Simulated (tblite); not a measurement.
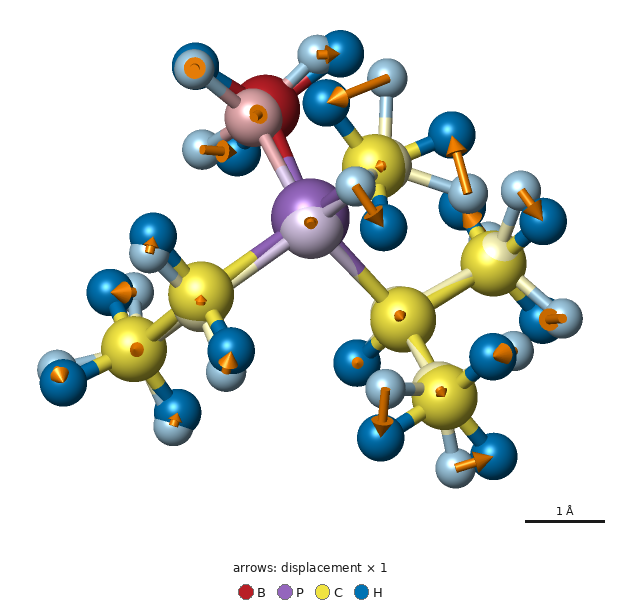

This is a relaxation of C$_{6}$H$_{18}$BP. The starting structure is drawn faded, the final one solid; orange arrows show the displacements, at their true length. The two geometries are superimposed by the best rigid fit.

The picture is a ball-and-stick view, seen face on.

Method: GFN2-xTB geometry optimisation, gas phase in tblite. 

> Which element moves most?

Hydrogen: up to 1.02 Å, against 0.33 Å for boron.

> What happened in the run?

After 121 geometry steps the energy has fallen by 105.9 kJ/mol. The atom that moves furthest after the best rigid fit is an H atom (1.02 Å). By element the largest moves are H 1.02 Å, B 0.33 Å, C 0.18 Å, P 0.16 Å. Some distances before and after: C–P 1.804 → 1.865 Å, C–P 1.781 → 1.836 Å, C–H 1.137 → 1.089 Å, B–P 1.883 → 1.923 Å. Among the angles between lasting bonds that change: C–P–C 113.2° → 100.5°, P–C–C 104.9° → 115.0°, P–C–H 113.6° → 104.5°. Groups turn about C–P by about 50°, C–C by about 35°, C–C by about 35°.
